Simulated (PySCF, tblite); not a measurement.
# C5H4Cl2O: dynamics, then NMR shifts on frames, part 1 of 2

Aim: move C5H4Cl2O (`CC(=O)C#CC(Cl)Cl`) away from its starting geometry and see how NMR shifts follow the geometry.

Programs: tblite 0.8.0 and PySCF 2.14.0, with density-fitted response routines of our own. Each step states its level of theory. These are calculated values for one molecule in the gas phase, unless marked as measured. Atoms are numbered from 0 throughout.

## Step 1: The molecule as given

12 atoms, charge 0, multiplicity 1; geometry from: GFN2-xTB.

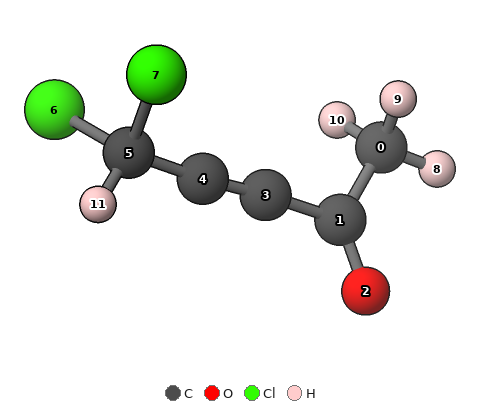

As it starts; carbon dark grey, oxygen red, chlorine green, hydrogen pink, atoms numbered.

## Step 2: Thermal motion with GFN2-xTB

What the job is given:

```
{"job": {"kind": "md", "xc": "GFN2-xTB", "basis": "xTB", "temperature": 300, "steps": 2000, "every": 50, "frames": 5}, "charge": 0, "multiplicity": 1}
C     -2.170635    -0.347002     0.759627
C     -1.482979     0.674558    -0.103285
O     -2.024488     1.609170    -0.633880
C     -0.065221     0.422587    -0.238053
C      1.120124     0.274257    -0.392954
C      2.524174     0.004806    -0.512606
Cl     2.761308    -1.610569    -1.254147
Cl     3.279663     0.041250     1.113778
H     -3.230609    -0.119072     0.832844
H     -1.721224    -0.347920     1.751176
H     -2.032495    -1.338422     0.331958
H      3.043581     0.735672    -1.136355
```

Method: GFN2-xTB Langevin dynamics, gas phase.

Command:

```sh
> OMP_NUM_THREADS=1 python probes_run.py task.json out
```

This one command runs all jobs of the session in turn.

Output:

```text
t/fs     T/K      E/eV
    0.0   261.5   -702.78534
   25.0   123.7   -702.47431
   50.0   287.6   -702.52681
   75.0   251.8   -702.41925
  100.0   327.4   -702.55691
  125.0   285.2   -702.55015
  150.0   205.2   -702.48560
  175.0   293.3   -702.46342
  200.0   312.3   -702.45822
  225.0   355.0   -702.40803
  250.0   407.4   -702.47179
  275.0   324.0   -702.43999
  300.0   268.7   -702.46821
  325.0   291.2   -702.43478
  350.0   363.1   -702.49957
  375.0   300.6   -702.47014
  400.0   299.3   -702.52653
  425.0   254.7   -702.53665
  450.0   286.9   -702.55153
  475.0   240.7   -702.43405
  500.0   251.8   -702.47245
  525.0   181.8   -702.39273
  550.0   275.9   -702.55784
  575.0   254.9   -702.39377
  600.0   279.3   -702.42048
  625.0   318.5   -702.40488
  650.0   337.8   -702.40544
  675.0   379.3   -702.49781
  700.0   409.3   -702.42180
  725.0   428.1   -702.33893
  750.0   426.8   -702.41499
  775.0   344.0   -702.44589
  800.0   234.5   -702.24153
  825.0   316.4   -702.34850
  850.0   346.4   -702.31099
  875.0   260.7   -702.32215
  900.0   287.7   -702.48807
  925.0   230.6   -702.35851
  950.0   329.2   -702.35232
  975.0   269.2   -702.28037
 1000.0   323.3   -702.32561
```

Wall time 23 s (1 thread of Arm Neoverse N1, shared host).

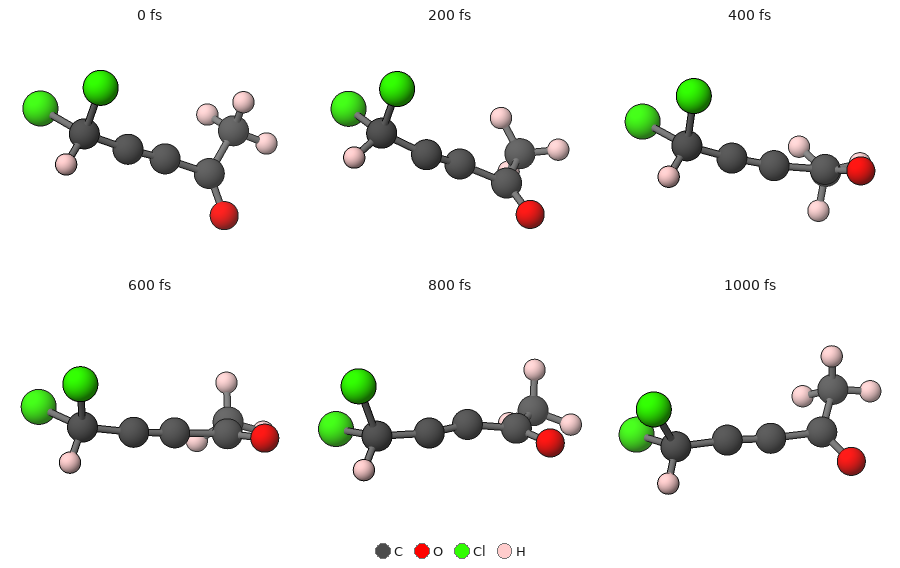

Frames of the run.

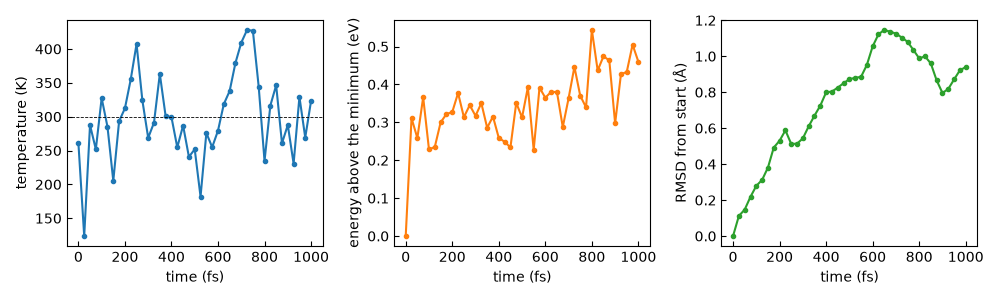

Temperature, potential energy and distance from the start.

Positions (Å) and forces (eV/Å) at 1000 fs:

```xyz
12

C    -2.596   -1.164    1.724    1.964    1.085   -0.686
C    -1.987    0.143    1.190    0.773   -1.793   -0.396
O    -2.515    1.186    1.272   -1.510    2.779    0.464
C    -0.726    0.067    0.453    1.769   -1.200   -0.547
C     0.344   -0.087   -0.125   -1.213    0.245    0.806
C     1.550   -0.218   -0.911    0.162    0.006    0.162
Cl    1.450   -1.696   -1.933   -0.058    0.210    0.144
Cl    3.120   -0.267    0.014   -0.522   -0.167    0.226
H    -2.525   -1.766    0.803   -0.298   -0.572    1.107
H    -3.557   -0.983    2.146   -0.793    0.058   -0.314
H    -1.958   -1.401    2.584    0.072   -0.766   -0.592
H     1.732    0.645   -1.543   -0.345    0.116   -0.373
```

## Step 3: Nuclear shieldings: 250 fs, PBE0/pcSseg-1

What the job is given:

```
{"job": {"kind": "nmr", "xc": "PBE0", "basis": "pcSseg-1", "pop": false}, "charge": 0, "multiplicity": 1}
C     -2.679900    -0.228100     0.113800
C     -1.727400     0.937800     0.182900
O     -2.028900     2.035300     0.587500
C     -0.353700     0.514800    -0.010600
C      0.845000     0.441500    -0.203300
C      2.220900    -0.076500    -0.321800
Cl     2.193200    -1.713000    -0.966700
Cl     2.863500    -0.114600     1.308700
H     -3.576100     0.017100     0.710100
H     -2.075500    -1.061200     0.600000
H     -2.908900    -0.562000    -0.912900
H      2.948700     0.581900    -0.877900
```

Level: GIAO PBE0/pcSseg-1 NMR shielding, non-relativistic, gas phase.

Output:

```text
coarse grid: 12248 points
cycle   1  E = -1187.5541673377  dE =  1.265e+00  |g| = 8.818e-01  |ddm| = 3.505e+00
cycle   2  E = -1186.8788658068  dE =  6.753e-01  |g| = 1.982e+00  |ddm| = 3.391e+00
cycle   3  E = -1187.7078247173  dE = -8.290e-01  |g| = 2.418e-01  |ddm| = 2.683e+00
cycle   4  E = -1187.7200636679  dE = -1.224e-02  |g| = 1.088e-01  |ddm| = 3.873e-01
cycle   5  E = -1187.7223373286  dE = -2.274e-03  |g| = 3.824e-02  |ddm| = 1.102e-01
cycle   6  E = -1187.7226040342  dE = -2.667e-04  |g| = 1.870e-02  |ddm| = 4.172e-02
cycle   7  E = -1187.7226870155  dE = -8.298e-05  |g| = 5.657e-03  |ddm| = 1.712e-02
cycle   8  E = -1187.7226935367  dE = -6.521e-06  |g| = 1.257e-03  |ddm| = 6.319e-03
final grid: 112232 points
cycle   9  E = -1187.7805635281  dE = -1.181e-05  |g| = 1.242e-02  |ddm| = 3.402e-02
cycle  10  E = -1187.7804668913  dE =  9.664e-05  |g| = 2.536e-02  |ddm| = 3.504e-02
cycle  11  E = -1187.7805927309  dE = -1.258e-04  |g| = 1.806e-03  |ddm| = 2.544e-02
cycle  12  E = -1187.7805933174  dE = -5.865e-07  |g| = 5.068e-04  |ddm| = 1.827e-03
cycle  13  E = -1187.7805933706  dE = -5.323e-08  |g| = 1.618e-04  |ddm| = 5.616e-04
cycle  14  E = -1187.7805933760  dE = -5.326e-09  |g| = 7.259e-05  |ddm| = 1.579e-04
cycle  15  E = -1187.7805933771  dE = -1.145e-09  |g| = 1.924e-05  |ddm| = 7.503e-05
cycle  16  E = -1187.7805933772  dE = -9.277e-11  |g| = 3.476e-06  |ddm| = 2.193e-05
converged SCF energy = -1187.7805933772

GIAO shielding tensors (ppm)
atom      isotropic    diamagn.    paramagn.     s11        s22        s33       span
  0 C      144.293     254.860    -110.567    113.368    134.242    185.269     71.900
  1 C       -1.404     244.894    -246.297   -107.932      3.357    100.364    208.296
  2 O     -381.497     396.812    -778.308  -1003.308   -475.601    334.419   1337.727
  3 C       87.178     264.581    -177.402      4.267     33.091    224.178    219.910
  4 C       92.058     263.437    -171.379      6.840     23.760    245.573    238.733
  5 C      118.333     245.047    -126.714     84.183    129.179    141.637     57.455
  6 Cl     602.217    1146.023    -543.806    295.451    507.278   1003.921    708.470
  7 Cl     619.910    1145.716    -525.806    302.623    559.446    997.661    695.038
  8 H       28.712      27.444       1.268     25.775     26.755     33.607      7.832
  9 H       27.944      28.682      -0.739     24.698     28.671     30.462      5.765
 10 H       28.391      28.133       0.258     25.804     27.682     31.686      5.882
 11 H       24.671      26.275      -1.604     19.923     23.544     30.545     10.621
```

Wall time 45 s (1 thread of Arm Neoverse N1, shared host); peak memory 0.75 GiB.

The references, computed at this level on geometries of the same kind, shield at (ppm): ¹H TMS 31.72, ¹³C TMS 186.9, ¹⁷O H2O 336.1, ³⁵Cl HCl 950. Their shielding less the atom's gives the shift. The references are single molecules in the gas phase, so shifts against H2O, NH3, PH3, H3PO4 or CFCl3 are not on the usual liquid scales and can be off by tens of ppm. Each atom is listed at this fixed geometry, with no averaging over motion; a spectrum would average atoms that exchange fast.

| atoms | environment | σ (ppm) | δ (ppm) |
| --- | --- | --- | --- |
| C1 | carbonyl carbon of an ynone | -1.4 | 188.3 |
| C3 | alkyne carbon | 87.2 | 99.7 |
| C4 | alkyne carbon | 92.1 | 94.9 |
| C5 | propargylic sp3 CH bonded to 2 Cl | 118.3 | 68.6 |
| C0 | methyl carbon α to a carbonyl | 144.3 | 42.6 |
| H11 | hydrogen on a propargylic sp3 CH bonded to 2 Cl | 24.67 | 7.05 |
| H9 | hydrogen on a methyl carbon α to a carbonyl | 27.94 | 3.77 |
| H10 | hydrogen on a methyl carbon α to a carbonyl | 28.39 | 3.33 |
| H8 | hydrogen on a methyl carbon α to a carbonyl | 28.71 | 3.00 |
| O2 | ketone oxygen | -381.5 | 717.6 |
| Cl6 | chlorine bonded to C | 602 | 348 |
| Cl7 | chlorine bonded to C | 620 | 330 |

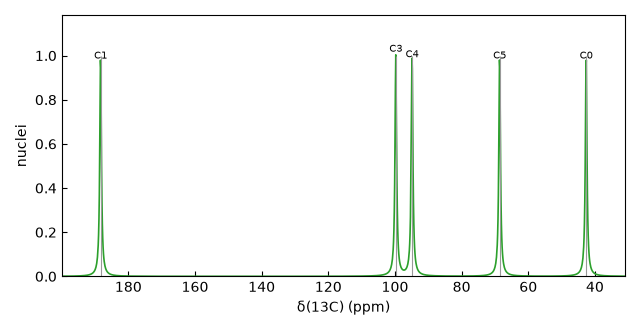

¹³C lines at the computed shifts, without couplings. Lines are broadened to a width of 0.58 ppm (Lorentzian).

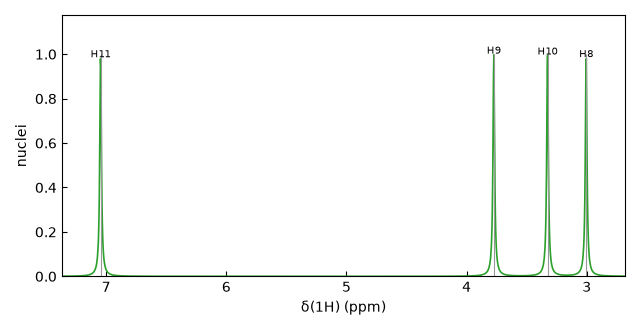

¹H lines at the computed shifts, without couplings. Lines are broadened to a width of 0.02 ppm (Lorentzian).

Orbitals, density, ELF and potential are computed afterwards from the orbital file.

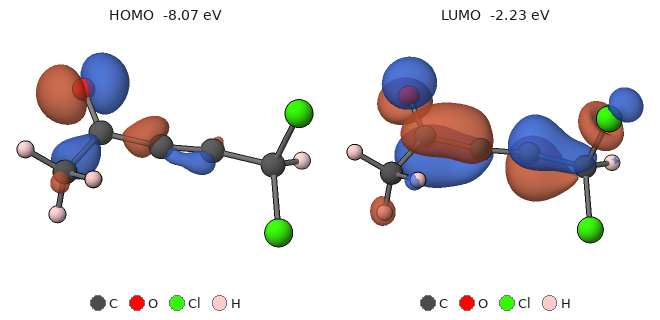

PBE0/pcSseg-1 orbitals near the gap, drawn at the value that encloses 70 % of each; the two colours are the two signs.

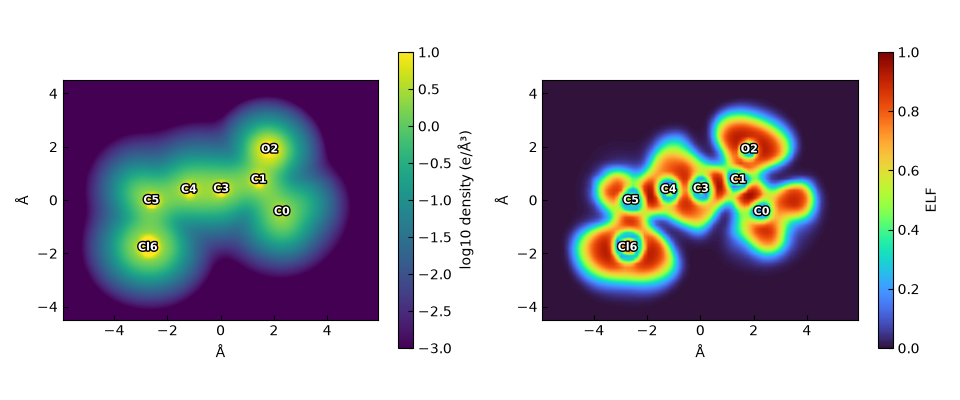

Density (left) and ELF (right) in a plane through or near 7 of the atoms.

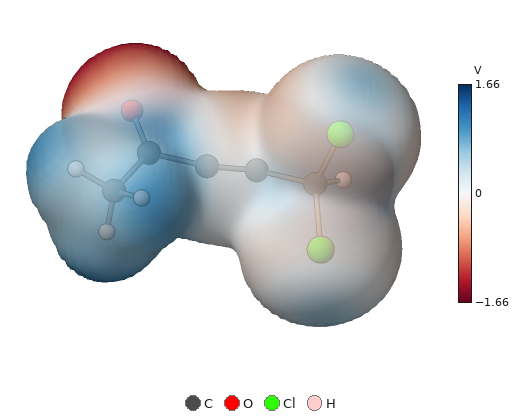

The potential that a unit positive charge feels on the 0.002 e/bohr³ surface, from the 1st to the 99th percentile, from -1.47 V near O2 to 1.66 V near H11.

## Step 4: Nuclear shieldings: 425 fs, PBE0/pcSseg-1

What the job is given:

```
{"job": {"kind": "nmr", "xc": "PBE0", "basis": "pcSseg-1", "pop": false}, "charge": 0, "multiplicity": 1}
C     -3.029700    -0.270200     0.237100
C     -1.950900     0.597900     0.749200
O     -2.149500     1.347900     1.692400
C     -0.622400     0.421600     0.187000
C      0.534800     0.217000    -0.176100
C      1.845300    -0.210200    -0.586800
Cl     1.991600    -1.817500    -1.397200
Cl     2.756500    -0.289800     0.982500
H     -3.855300    -0.376000     0.962900
H     -2.715600    -1.285500    -0.000200
H     -3.453300     0.213300    -0.649700
H      2.319100     0.522200    -1.188300
```

With the program's defaults for keys left out, this is: GIAO PBE0/pcSseg-1 NMR shielding, non-relativistic, gas phase.

Output:

```text
coarse grid: 12248 points
cycle   1  E = -1187.5509617988  dE =  1.228e+00  |g| = 9.004e-01  |ddm| = 3.609e+00
cycle   2  E = -1186.6365855206  dE =  9.144e-01  |g| = 2.212e+00  |ddm| = 3.778e+00
cycle   3  E = -1187.7089474097  dE = -1.072e+00  |g| = 2.753e-01  |ddm| = 2.994e+00
cycle   4  E = -1187.7234238224  dE = -1.448e-02  |g| = 1.565e-01  |ddm| = 4.257e-01
cycle   5  E = -1187.7277745156  dE = -4.351e-03  |g| = 7.295e-02  |ddm| = 1.516e-01
cycle   6  E = -1187.7288444412  dE = -1.070e-03  |g| = 2.506e-02  |ddm| = 6.668e-02
cycle   7  E = -1187.7289982019  dE = -1.538e-04  |g| = 7.705e-03  |ddm| = 2.421e-02
cycle   8  E = -1187.7290106323  dE = -1.243e-05  |g| = 1.686e-03  |ddm| = 9.130e-03
cycle   9  E = -1187.7290112905  dE = -6.582e-07  |g| = 4.224e-04  |ddm| = 2.874e-03
final grid: 112232 points
cycle  10  E = -1187.7861493644  dE = -1.886e-05  |g| = 1.155e-02  |ddm| = 4.894e-02
cycle  11  E = -1187.7860714315  dE =  7.793e-05  |g| = 2.299e-02  |ddm| = 3.211e-02
cycle  12  E = -1187.7861735763  dE = -1.021e-04  |g| = 2.227e-03  |ddm| = 2.432e-02
cycle  13  E = -1187.7861744636  dE = -8.872e-07  |g| = 4.858e-04  |ddm| = 2.335e-03
cycle  14  E = -1187.7861745150  dE = -5.144e-08  |g| = 1.253e-04  |ddm| = 5.511e-04
cycle  15  E = -1187.7861745178  dE = -2.749e-09  |g| = 6.933e-05  |ddm| = 1.482e-04
cycle  16  E = -1187.7861745188  dE = -1.016e-09  |g| = 2.364e-05  |ddm| = 6.414e-05
cycle  17  E = -1187.7861745189  dE = -1.387e-10  |g| = 4.468e-06  |ddm| = 2.464e-05
converged SCF energy = -1187.7861745189

GIAO shielding tensors (ppm)
atom      isotropic    diamagn.    paramagn.     s11        s22        s33       span
  0 C      153.227     251.630     -98.403    133.531    136.260    189.891     56.360
  1 C       -4.622     244.439    -249.061   -113.982      1.796     98.321    212.303
  2 O     -420.622     397.718    -818.339  -1099.823   -507.946    345.904   1445.727
  3 C       84.083     261.143    -177.060      6.901     31.499    213.849    206.949
  4 C       95.681     263.355    -167.674     10.967     29.460    246.616    235.649
  5 C      113.965     242.672    -128.708     74.046    122.710    145.137     71.091
  6 Cl     577.912    1145.597    -567.685    218.430    497.739   1017.568    799.138
  7 Cl     531.931    1145.511    -613.579    108.246    480.264   1007.285    899.039
  8 H       28.833      26.674       2.159     25.596     26.925     33.977      8.381
  9 H       29.062      29.617      -0.556     25.622     29.953     31.610      5.988
 10 H       29.204      27.182       2.021     26.358     27.952     33.301      6.943
 11 H       26.133      27.441      -1.308     22.461     24.960     30.979      8.518
```

Run time: 35 s. Hardware: 1 thread of Arm Neoverse N1, shared host; peak memory 0.78 GiB.

This run: δ C1 191.5, C3 102.8, C4 91.2, C5 73.0, H11 5.58, H8 2.88 ppm.

(Continued in part 2 of 2.)
